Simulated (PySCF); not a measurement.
**GaH₃, SMILES `[GaH3]`: what the electrons do**

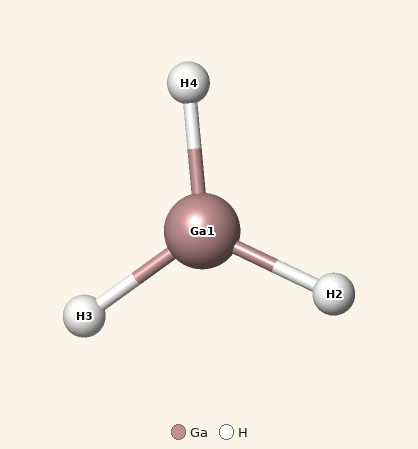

The molecule, with its atoms numbered as below. No frequency check shows the geometry to be a minimum.

Cartesian coordinates (Å):

```
Ga1      0.0000    0.0000    0.0000
H2       0.0697    1.5649    0.0000
H3       1.3204   -0.8428    0.0000
H4      -1.3901   -0.7221    0.0000
```

## 1. Bonding charge

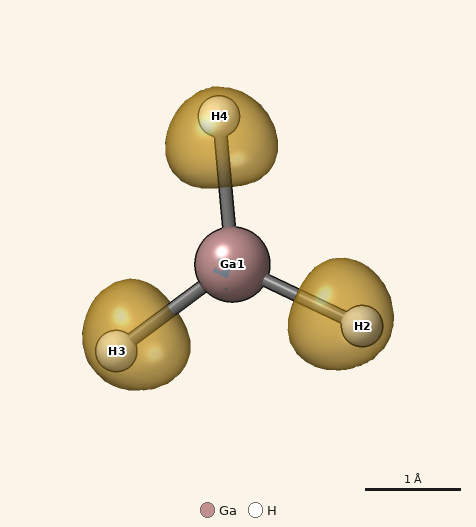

Deformation density (molecule less spherical, spin-averaged free atoms at the same positions), surfaces at ±0.11 e/Å³; yellow: gain, teal: loss.

PySCF calculation, PBE/def2-TZVP, gas phase; geometry: GFN2-xTB.

Question: How much density has each bond gained at its critical point, relative to the free atoms?

Answer: Ga1–H2, Ga1–H3 and Ga1–H4: +0.22 e/Å³ at the bond critical point (bond length 1.57 Å, Mayer order 0.9). In all, 0.8 electrons gather in the regions of gain relative to the promolecule.

Question: Where do the Hirshfeld charges lie?

Answer: The highest Hirshfeld charge is on Ga1 (+0.38 e), the lowest on H2, H3 and H4 (−0.12 e).

```
atom  charge (e)
 Ga1       +0.38
  H2       −0.12
  H3       −0.12
  H4       −0.12
```

## 2. Local ionisation energy

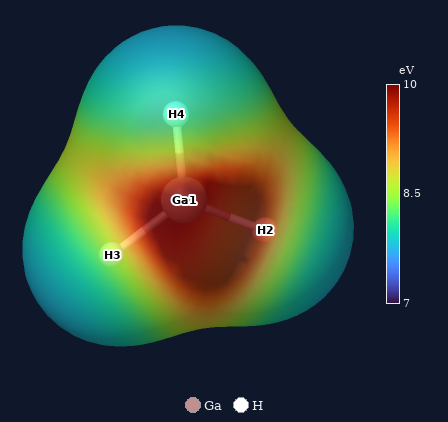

Average local ionisation energy on the surface of electron density 0.001 a.u.

Question: Where are the most loosely bound electrons on this surface?

Answer: The lowest value is 7.8 eV, 1.5 Å from H3, and at like points elsewhere. For comparison, the highest occupied orbital lies at −7.3 eV.

Question: What volume does the surface enclose, and what is the dipole moment?

Answer: About 63 Å³; the dipole moment is 0.0 D.

## 3. In an electric field

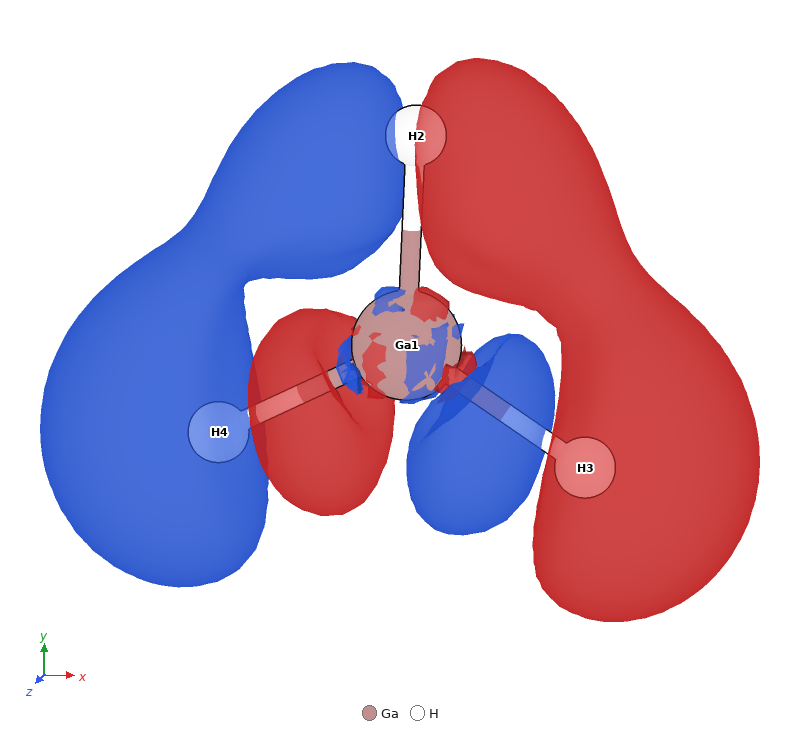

Change of the electron density in a uniform field of 0.21 V/Å, surfaces at ±0.001 e/Å³ (blue: gain, red: loss).

Level of theory: PBE/def2-TZVP (PySCF), at a geometry from GFN2-xTB. A basis without diffuse functions makes polarisabilities too small.

Question: Along which Cartesian direction does the field point?

Answer: Along +x: electrons gather on the −x side, against the field.

Question: What dipole is induced, and what polarisability does it imply?

Answer: The induced dipole is 0.36 D (along the field); α along this axis, from the fields in both directions, is 35 bohr³ (5.2 Å³).

Question: Which atoms gain and lose the most charge?

Answer: Electrons gather most on H4 (Hirshfeld charge changes by −0.013 e) and leave H3 most (+0.012 e); 0.030 electrons are displaced in all.
